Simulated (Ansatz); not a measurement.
## Electronic structure of Ga₄PN₃ in real space

Input

```
crystal:
  lattice:
    - [1.6676898803, 0.9628412013, 11.0708176915]
    - [-1.6676898803, 0.9628412013, 11.0708176915]
    - [0.0, -1.9256824027, 11.0708176915]
  atoms:
    - { symbol: "N", position: [0.0065651279, 0.0065651279, 0.0065651279] }
    - { symbol: "N", position: [0.7498375984, 0.7498375984, 0.7498375984] }
    - { symbol: "N", position: [0.4933031959, 0.4933031959, 0.4933031959] }
    - { symbol: P, position: [0.2486435486, 0.2486435486, 0.2486435486] }
    - { symbol: Ga, position: [0.6911047107, 0.6911047107, 0.6911047107] }
    - { symbol: Ga, position: [0.4344430317, 0.4344430317, 0.4344430317] }
    - { symbol: Ga, position: [0.1780552234, 0.1780552234, 0.1780552234] }
    - { symbol: Ga, position: [0.9480475634, 0.9480475634, 0.9480475634] }
kpoints:
  mp_grid: { grid: [6, 6, 6] }
  band_path:
    path:
      - [0.0, 0.0, 0.0]
      - [-0.5, -0.5, -0.5]
      - [-0.5, -0.1717093149, -0.8282906851]
      - [-0.1717093149, 0.1717093149, -0.5]
      - [0.0, 0.0, -0.5]
      - [0.0, 0.3358546575, -0.3358546575]
      - [-0.3358546575, 0.0, -0.6641453425]
      - [-0.5, 0.0, -0.5]
      - [0.0, 0.0671709315, -0.0671709315]
    npoints: 1
hamiltonian:
  xc: hse06
scf:
  occupations: { method: fermi_dirac, width: 0.02 }
  n_extra_bands: 6
output:
  forces: true
  stress: true
  eigenvalues: true
  write_density: true
  write_potential: true
  elf: true
  volumetric_format: npy
```

Below, planes, directions and counts refer to the conventional cell (a = 3.34 Å, b = 3.34 Å, c = 33.21 Å, α = 90.00°, β = 90.00°, γ = 120.00°).

Space group R3m; started from the ordered alloy on zincblende lattice prototype, which need not be the ambient phase.

The calculation used DFT, HSE06, plane waves, PAW (Ansatz 0.2.0).

In a PAW calculation such maps are meaningful between the atoms, not at the nuclei.

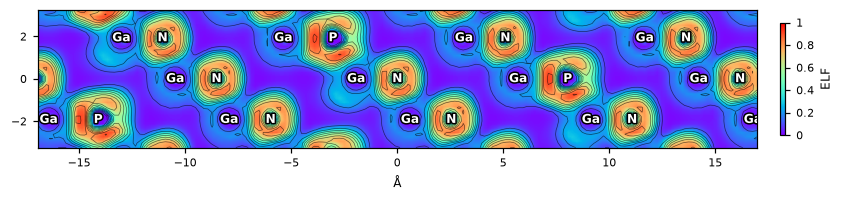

Figure 1. ELF on the (110) plane of the conventional cell.

Read the bonding off the picture.

Answer.
- Atoms in the plane: N, P and Ga.
- Ga–N (1.94 Å): the ELF peaks at about 0.85 in the valence shell of N, 0.7 Å from its nucleus, and is about 0.50 at the midpoint.
- Ga–P (2.21 Å): the ELF peaks at about 0.90 in the valence shell of P, 0.8 Å from its nucleus, and is about 0.75 at the midpoint.
- Ga–N (2.02 Å): the ELF peaks at about 0.85 in the valence shell of N, 0.7 Å from its nucleus, and is about 0.45 at the midpoint.
- Ga–P (2.34 Å): the ELF peaks at about 0.90 between the atoms, as expected for localised, covalent bonding.

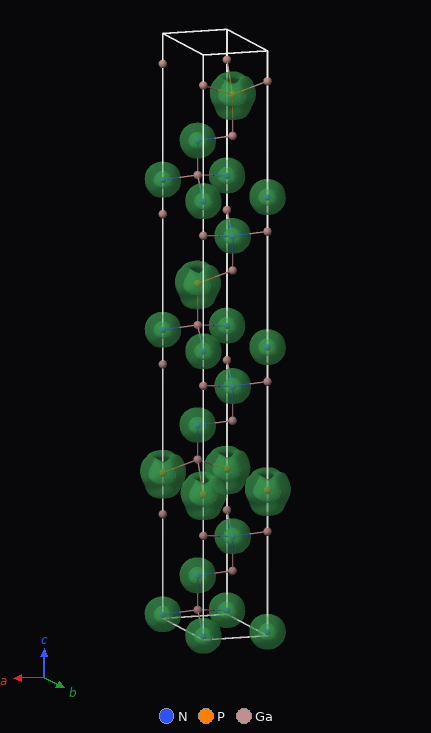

Figure 2. Isosurface of the ELF at 0.7 (green), seen at an oblique angle. Core shells and regions of very low density are left out. Sticks mark near contacts.

What do the ELF domains correspond to?

Answer. The ELF exceeds this value in three regions on P in which the atom's valence shell and bonds are merged and nine regions wrapped around N (the valence shell of each), counted in one cell of 24 atoms. Any copies at cell faces, edges or corners count once.
